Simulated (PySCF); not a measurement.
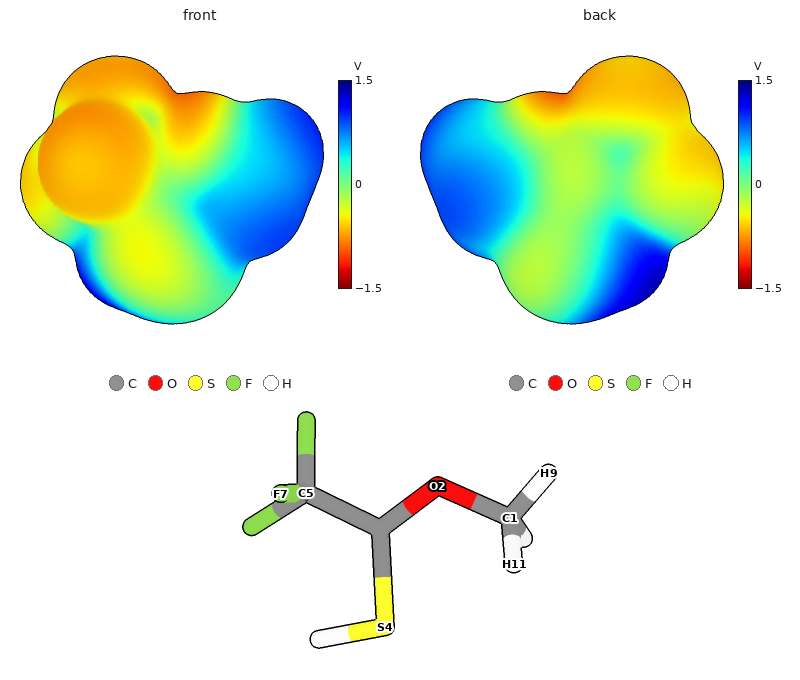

Figure. C₃H₄F₃OS (SMILES CO[C](S)C(F)(F)F) (doublet). The molecular electrostatic potential painted on the density surface at 0.001 e/bohr³, seen from the front and from behind; the colour scale runs from red (negative) to blue (positive). The bare structure is drawn below in the same view.

Geometry: GFN2-xTB.

These are results of UKS B3LYP, pcH-1 on C F H O S, non-relativistic, mean-field spin-orbit, GIAO in PySCF, not measurements.

```xyz
12

C     1.9465    0.4475    0.3486
O     0.5748    0.7482    0.4364
C    -0.2753   -0.0442   -0.2637
S     0.1481   -1.7105   -0.6034
C    -1.7077    0.2715    0.0187
F    -1.9365    1.5851    0.0062
F    -2.1635   -0.1811    1.2133
F    -2.5236   -0.2807   -0.9006
H     2.4617    1.2418    0.8835
H     2.2777    0.4187   -0.6934
H     2.1602   -0.5190    0.8172
H    -0.9612   -1.9781   -1.2887
```

> Which sites attract a positive test charge, and which a negative one?

A positive charge is drawn to the negative regions and a negative charge to the positive ones. The most negative region (about −0.9 V) lies over O2 and F6, the most positive (about +1.3 V) over H12.
